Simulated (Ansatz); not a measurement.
# AlAsH₄O₂ + H₂: a complex and its separated parts

The complex below is one end of an elementary step. How strongly is it bound against its free parts?

The runs use Ansatz 0.2.0, Gaussian basis; PBE0-D4/def2-TZVP structures, single points in def2-TZVPP, no counterpoise correction.

Levels: SPW92, PBE-D4, BLYP-D4, r2SCAN-D4, B97M-V, PBE0-D4, B3LYP-D4, r2SCAN0-D4, BHLYP-D4, CAM-B3LYP-D4, wB97X-V, wB97M-V, B2PLYP, PBE-QIDH, RPA on PBE, Hartree-Fock, MP2, CCSD, CCSD(T).

Cores are frozen in the correlated methods. Filled d shells of the heavier atoms are correlated. B3LYP uses VWN-RPA correlation. B2PLYP carries no dispersion term here.

94 further runs of the same task are left out: 94 set aside as unsound or not needed.

## Step 1: Starting geometry

The complex: 10 atoms, charge 0, spin multiplicity 1.

Atoms are counted from 1 here; the program's logs count them from 0.

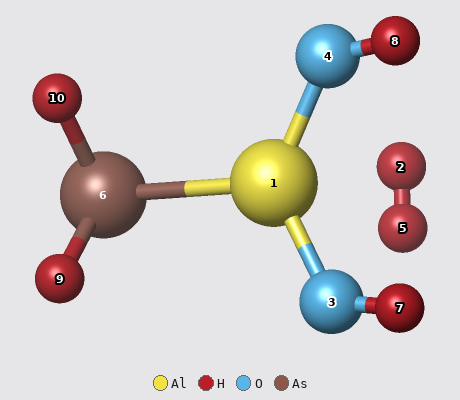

The starting geometry (aluminium yellow, hydrogen red, oxygen blue, arsenic brown); atoms are numbered from 1 in the order of the file.

As a file:

```
atom    x (Å)    y (Å)    z (Å)
 Al1  -0.1906   0.2224   0.2264
  H2  -0.2848  -1.4351  -1.9106
  O3  -0.3466   1.6438  -0.6849
  O4  -1.4934  -0.7514   0.7049
  H5  -0.0058  -0.8312  -2.2562
 As6   2.0260  -0.4488   0.8951
  H7  -1.1633   1.9998  -1.0287
  H8  -2.4108  -0.6068   0.4829
  H9   2.3545   0.9873   1.2803
 H10   1.5148  -0.7800   2.2907
```

Its parts: AlAsH₄O₂ holds atoms 1, 3, 4, 6, 7, 8, 9, 10; H₂ holds atoms 2, 5. Each part counts its atoms afresh in its own runs.

## Step 2: Relaxing AlAsH₄O₂ alone

relax-a/in.yaml reads:

```yaml
crystal:
  periodic: [false, false, false]
  atoms:
    - {symbol: Al, position_ang: [-0.190589, 0.222408, 0.226381]}
    - {symbol: O, position_ang: [-0.346607, 1.643766, -0.684942]}
    - {symbol: O, position_ang: [-1.493379, -0.751372, 0.704855]}
    - {symbol: As, position_ang: [2.026003, -0.448756, 0.895147]}
    - {symbol: H, position_ang: [-1.163324, 1.999826, -1.028733]}
    - {symbol: H, position_ang: [-2.410850, -0.606798, 0.482893]}
    - {symbol: H, position_ang: [2.354520, 0.987297, 1.280321]}
    - {symbol: H, position_ang: [1.514836, -0.780047, 2.290665]}
basis:
  gaussian: {orbitals: def2-TZVP}
hamiltonian: {xc: pbe0, dispersion: d4}
relax: {f_tol: 0.005, max_steps: 200}
```

Started as:

```sh
ansatz run in.yaml --threads 8 --pin off --events-out ev --progress --plain --max-ram 19148MiB
```

Output (excerpt; [...] marks lines left out):

```text
Functional definition: PBE0
  name "PBE0"
  cite "Adamo & Barone, J. Chem. Phys. 110, 6158 (1999) doi:10.1063/1.478522"
  cite "Perdew, Burke & Ernzerhof, Phys. Rev. Lett. 77, 3865 (1996) doi:10.1103/PhysRevLett.77.3865"
  parent pbe
[...]
1180 factors; their error is unknown
[...]
mean field -71588.22194608 eV, -2630.8186322788 hartree, gradient 6.1e-5 eV, S^2 0.000000; 0 other end points of the search recorded, 0 dependent functions left out
[...]
reference -71588.22197766 eV, -2630.8186334392 hartree; 33, 33 occupied and 138, 138 virtual orbitals, 1180 factors
[...]
Atom 0 at    -0.196999     0.242957     0.257228 Å, force     0.000182    -0.000064     0.000163 eV/Å
Atom 1 at    -0.351027     1.642582    -0.683599 Å, force    -0.000125    -0.000002     0.000066 eV/Å
Atom 2 at    -1.495343    -0.749588     0.701078 Å, force    -0.000068     0.000101    -0.000137 eV/Å
Atom 3 at     2.022067    -0.450546     0.892157 Å, force    -0.000200    -0.000391    -0.000731 eV/Å
Atom 4 at    -1.164286     1.994584    -1.039670 Å, force     0.000051     0.000069    -0.000066 eV/Å
Atom 5 at    -2.412002    -0.613803     0.470022 Å, force    -0.000045    -0.000158    -0.000024 eV/Å
Atom 6 at     2.364858     0.982229     1.277236 Å, force     0.000385     0.000688    -0.000006 eV/Å
Atom 7 at     1.523343    -0.782090     2.292135 Å, force    -0.000180    -0.000243     0.000735 eV/Å
Dipole moment:    -0.496742     0.176027    -0.106002 e Å
```

Run time: 12 s. Hardware: 8 threads of Arm Neoverse V1, shared host.

The steps of the relaxation: (the energy doesn't fall at every step)

```
step  energy from step 1 (eV)  largest force component (eV/Å)
   1                   0.0000                          0.1232
   2                   0.0071                          0.2301
   3                  -0.0026                          0.0450
   4                  -0.0027                          0.0570
   5                  -0.0028                          0.0283
   6                  -0.0030                          0.0051
   7                  -0.0030                          0.0007
```

Close pairs (by a distance rule), those that changed most:

```
   bond  before (Å)  after (Å)  change (Å)
 Al1–O2       1.696      1.693      -0.002
 Al1–O3       1.695      1.693      -0.002
Al1–As4       2.411      2.410      -0.001
  O3–H6       0.955      0.955      +0.000
  O2–H5       0.955      0.955      +0.000
 As4–H7       1.523      1.523      +0.000
 As4–H8       1.523      1.523      +0.000
```

## Step 3: Relaxing H₂ alone

relax-b/in.yaml reads:

```yaml
crystal:
  periodic: [false, false, false]
  atoms:
    - {symbol: H, position_ang: [-0.284791, -1.435088, -1.910588]}
    - {symbol: H, position_ang: [-0.005819, -0.831236, -2.256198]}
basis:
  gaussian: {orbitals: def2-TZVP}
hamiltonian: {xc: pbe0, dispersion: d4}
relax: {f_tol: 0.005, max_steps: 200}
```

Started as:

```sh
ansatz run in.yaml --threads 8 --pin off --events-out ev --progress --plain --max-ram 19148MiB
```

Output (excerpt; [...] marks lines left out):

```text
[... 5 set-up lines as earlier in the session ...]
[...]
88 factors; their error is unknown
[...]
mean field -31.78843332 eV, -1.1682033775 hartree, gradient 1.7e-5 eV, S^2 0.000000; 0 other end points of the search recorded, 0 dependent functions left out
[...]
reference -31.78866852 eV, -1.1682120209 hartree; 1, 1 occupied and 11, 11 virtual orbitals, 88 factors
Total energy: -31.79027508 eV, -1.1682710610 hartree
Atom 0 at    -0.284154    -1.433710    -1.911377 Å, force     0.000899     0.001947    -0.001114 eV/Å
Atom 1 at    -0.006456    -0.832614    -2.255409 Å, force    -0.000899    -0.001947     0.001114 eV/Å
Dipole moment:    -0.000000    -0.000000     0.000000 e Å
```

It took 0.15 s on 8 threads of Arm Neoverse V1, shared host.

Along the way:

```
step  energy from step 1 (eV)  largest force component (eV/Å)
   1                   0.0000                          0.1004
   2                  -0.0002                          0.0019
```

The bond:

```
 bond  before (Å)  after (Å)  change (Å)
H1–H2       0.750      0.746      -0.003
```

## Step 4: SPW92/def2-TZVPP

parta/in.yaml reads:

```yaml
crystal:
  periodic: [false, false, false]
  atoms:
    - {symbol: Al, position_ang: [-0.196999, 0.242957, 0.257228]}
    - {symbol: O, position_ang: [-0.351027, 1.642582, -0.683599]}
    - {symbol: O, position_ang: [-1.495343, -0.749588, 0.701078]}
    - {symbol: As, position_ang: [2.022067, -0.450546, 0.892157]}
    - {symbol: H, position_ang: [-1.164286, 1.994584, -1.039670]}
    - {symbol: H, position_ang: [-2.412002, -0.613803, 0.470022]}
    - {symbol: H, position_ang: [2.364858, 0.982229, 1.277236]}
    - {symbol: H, position_ang: [1.523343, -0.782090, 2.292135]}
basis:
  gaussian: {orbitals: def2-TZVPP}
hamiltonian: {xc: lda}
```

partb/in.yaml reads:

```yaml
crystal:
  periodic: [false, false, false]
  atoms:
    - {symbol: H, position_ang: [-0.284154, -1.433710, -1.911377]}
    - {symbol: H, position_ang: [-0.006456, -0.832614, -2.255409]}
basis:
  gaussian: {orbitals: def2-TZVPP}
hamiltonian: {xc: lda}
```

Each run has its own folder and the same command.

Started as:

```sh
ansatz run in.yaml --threads 8 --pin off --events-out ev --progress --plain --max-ram 19148MiB
```

parta printed (excerpt; [...] marks lines left out):

```text
Functional definition: SPW92
  name "SPW92"
  cite "Dirac, Proc. Camb. Phil. Soc. 26, 376 (1930) doi:10.1017/S0305004100016108"
  cite "Slater, Phys. Rev. 81, 385 (1951) doi:10.1103/PhysRev.81.385"
  cite "Perdew & Wang, Phys. Rev. B 45, 13244 (1992) doi:10.1103/PhysRevB.45.13244"
[...]
1180 factors; their error is unknown
[...]
mean field -71455.43281995 eV, -2625.9387219014 hartree, gradient 7.2e-5 eV, S^2 0.000000; 0 other end points of the search recorded, 0 dependent functions left out
reference -71455.43286099 eV, -2625.9387234093 hartree; 33, 33 occupied and 175, 175 virtual orbitals, 1180 factors
Total energy: -71455.43286099 eV, -2625.9387234093 hartree
```

Output in partb (excerpt; [...] marks lines left out):

```text
[... 5 set-up lines as earlier in the session ...]
[...]
118 factors; their error is unknown
[...]
mean field -30.93531017 eV, -1.1368516799 hartree, gradient 4.4e-5 eV, S^2 0.000000; 0 other end points of the search recorded, 0 dependent functions left out
reference -30.93533084 eV, -1.1368524398 hartree; 1, 1 occupied and 27, 27 virtual orbitals, 118 factors
Total energy: -30.93533084 eV, -1.1368524398 hartree
```

Times: 0.65 s (parta), 0.1 s (partb) on 8 threads of Arm Neoverse V1, shared host.

## Step 5: PBE-D4/def2-TZVPP

Each input of step 4 (parta, partb) changes in the same lines:

```diff
-hamiltonian: {xc: lda}
+hamiltonian: {xc: pbe, dispersion: d4}
```

Each run has its own folder and the same command.

Started as:

```sh
ansatz run in.yaml --threads 8 --pin off --events-out ev --progress --plain --max-ram 19148MiB
```

Output in parta (excerpt; [...] marks lines left out):

```text
Functional definition: PBE
  name "PBE"
[... 2 set-up lines as earlier in the session ...]
[...]
1180 factors; their error is unknown
[...]
mean field -71585.95409299 eV, -2630.7352902149 hartree, gradient 5.3e-5 eV, S^2 0.000000; 0 other end points of the search recorded, 0 dependent functions left out
reference -71585.95413681 eV, -2630.7352918255 hartree; 33, 33 occupied and 175, 175 virtual orbitals, 1180 factors
Total energy: -71586.10999716 eV, -2630.7410195875 hartree
```

partb printed (excerpt; [...] marks lines left out):

```text
[... 4 set-up lines as earlier in the session ...]
[...]
118 factors; their error is unknown
[...]
mean field -31.73222533 eV, -1.1661377720 hartree, gradient 3.1e-5 eV, S^2 0.000000; 0 other end points of the search recorded, 0 dependent functions left out
reference -31.73224700 eV, -1.1661385685 hartree; 1, 1 occupied and 27, 27 virtual orbitals, 118 factors
Total energy: -31.73426624 eV, -1.1662127740 hartree
```

Wall times: 0.95 s (parta), 0.1 s (partb) on 8 threads of Arm Neoverse V1, shared host.

## Step 6: BLYP-D4/def2-TZVPP

The same edit goes into each in.yaml of step 5 (parta, partb):

```diff
-hamiltonian: {xc: pbe, dispersion: d4}
+hamiltonian: {xc: {name: BLYP}, dispersion: d4}
```

Each run has its own folder and the same command.

Started as:

```sh
ansatz run in.yaml --threads 8 --pin off --events-out ev --progress --plain --max-ram 19148MiB
```

Output in parta (excerpt; [...] marks lines left out):

```text
Functional definition: BLYP
  name "BLYP"
  cite "Becke, Phys. Rev. A 38, 3098 (1988) doi:10.1103/PhysRevA.38.3098"
  cite "Lee, Yang & Parr, Phys. Rev. B 37, 785 (1988) doi:10.1103/PhysRevB.37.785"
[...]
1180 factors; their error is unknown
[...]
mean field -71603.97912610 eV, -2631.3976979641 hartree, gradient 4.2e-5 eV, S^2 0.000000; 0 other end points of the search recorded, 0 dependent functions left out
reference -71603.97948534 eV, -2631.3977111656 hartree; 33, 33 occupied and 175, 175 virtual orbitals, 1180 factors
Total energy: -71604.31218105 eV, -2631.4099375075 hartree
```

Log of partb (excerpt; [...] marks lines left out):

```text
[... 4 set-up lines as earlier in the session ...]
[...]
118 factors; their error is unknown
[...]
mean field -31.82604698 eV, -1.1695856541 hartree, gradient 8.3e-5 eV, S^2 0.000000; 0 other end points of the search recorded, 0 dependent functions left out
reference -31.82623941 eV, -1.1695927256 hartree; 1, 1 occupied and 27, 27 virtual orbitals, 118 factors
Total energy: -31.83113733 eV, -1.1697727208 hartree
```

Wall times: 1.1 s (parta), 0.1 s (partb) on 8 threads of Arm Neoverse V1, shared host.

## Step 7: r2SCAN-D4/def2-TZVPP

The same edit goes into each in.yaml of step 6 (parta, partb):

```diff
-hamiltonian: {xc: {name: BLYP}, dispersion: d4}
+hamiltonian: {xc: r2scan, dispersion: d4}
```

The same command starts each run, in its folder.

Started as:

```sh
ansatz run in.yaml --threads 8 --pin off --events-out ev --progress --plain --max-ram 19148MiB
```

parta printed (excerpt; [...] marks lines left out):

```text
Functional definition: r2SCAN
  name "r2SCAN"
  cite "Furness, Kaplan, Ning, Perdew & Sun, J. Phys. Chem. Lett. 11, 8208 (2020) doi:10.1021/acs.jpclett.0c02405"
  cite "Furness, Kaplan, Ning, Perdew & Sun, J. Phys. Chem. Lett. 11, 9248 (2020) doi:10.1021/acs.jpclett.0c03077"
  parent r2scan
[...]
1180 factors; their error is unknown
[...]
mean field -71600.37127351 eV, -2631.2651118268 hartree, gradient 4.4e-5 eV, S^2 0.000000; 0 other end points of the search recorded, 0 dependent functions left out
reference -71600.37128582 eV, -2631.2651122790 hartree; 33, 33 occupied and 175, 175 virtual orbitals, 1180 factors
Total energy: -71600.40817451 eV, -2631.2664679134 hartree
```

Output in partb (excerpt; [...] marks lines left out):

```text
[... 5 set-up lines as earlier in the session ...]
[...]
118 factors; their error is unknown
[...]
mean field -31.87204702 eV, -1.1712761243 hartree, gradient 4.1e-5 eV, S^2 0.000000; 0 other end points of the search recorded, 0 dependent functions left out
reference -31.87205364 eV, -1.1712763675 hartree; 1, 1 occupied and 27, 27 virtual orbitals, 118 factors
Total energy: -31.87255502 eV, -1.1712947931 hartree
```

They took 2.1 s (parta), 0.3 s (partb) on 8 threads of Arm Neoverse V1, shared host.

## Step 8: B97M-V/def2-TZVPP

Each input of step 7 (parta, partb) changes in the same lines:

```diff
-hamiltonian: {xc: r2scan, dispersion: d4}
+hamiltonian: {xc: {name: B97M-V}}
```

Each run has its own folder and the same command.

Started as:

```sh
ansatz run in.yaml --threads 8 --pin off --events-out ev --progress --plain --max-ram 19148MiB
```

Log of parta (excerpt; [...] marks lines left out):

```text
Functional definition: B97M-V
  name "B97M-V"
  cite "Mardirossian & Head-Gordon, J. Chem. Phys. 142, 074111 (2015) doi:10.1063/1.4907719"
  cite "Becke, J. Chem. Phys. 107, 8554 (1997) doi:10.1063/1.475007"
  cite "Vydrov & Van Voorhis, J. Chem. Phys. 133, 244103 (2010) doi:10.1063/1.3521275"
  # Of w^i u^j: cxij and so on, Table III.
[...]
  gx(w, u) = cx00 + cx01*u + cx02*u^2 + (cx10 + cx11*u)*w
[...]
  gos(w, u) = cos00 + cos01*u + cos03*u^3 + cos10*w + cos32*w^3*u^2
[...]
      + integral(e_c_pw_mod_opposite_spin*gos(b97_w_opposite, b97_u_opposite)) + vv10(b, c)
1180 factors; their error is unknown
[...]
mean field -71589.13666702 eV, -2630.8522476532 hartree, gradient 7.4e-5 eV, S^2 0.000000; 0 other end points of the search recorded, 0 dependent functions left out
reference -71589.13672811 eV, -2630.8522498983 hartree; 33, 33 occupied and 175, 175 virtual orbitals, 1180 factors
Total energy: -71589.13672811 eV, -2630.8522498983 hartree
```

partb printed (excerpt; [...] marks lines left out):

```text
[... 5 set-up lines as earlier in the session ...]
  # Of w^i u^j: cxij and so on, Table III.
[...]
  gx(w, u) = cx00 + cx01*u + cx02*u^2 + (cx10 + cx11*u)*w
  gss(w, u) = css00 + css02*u^2 + css10*w + (css32*w^3 + css42*w^4)*u^2
  gos(w, u) = cos00 + cos01*u + cos03*u^3 + cos10*w + cos32*w^3*u^2
[...]
      + integral(e_c_pw_mod_opposite_spin*gos(b97_w_opposite, b97_u_opposite)) + vv10(b, c)
118 factors; their error is unknown
[...]
mean field -31.90528211 eV, -1.1724974912 hartree, gradient 8.2e-6 eV, S^2 0.000000; 0 other end points of the search recorded, 0 dependent functions left out
reference -31.90531179 eV, -1.1724985821 hartree; 1, 1 occupied and 27, 27 virtual orbitals, 118 factors
Total energy: -31.90531179 eV, -1.1724985821 hartree
```

Wall times: 3.8 s (parta), 0.15 s (partb) on 8 threads of Arm Neoverse V1, shared host.

(Part 1 of 3 ends here.)
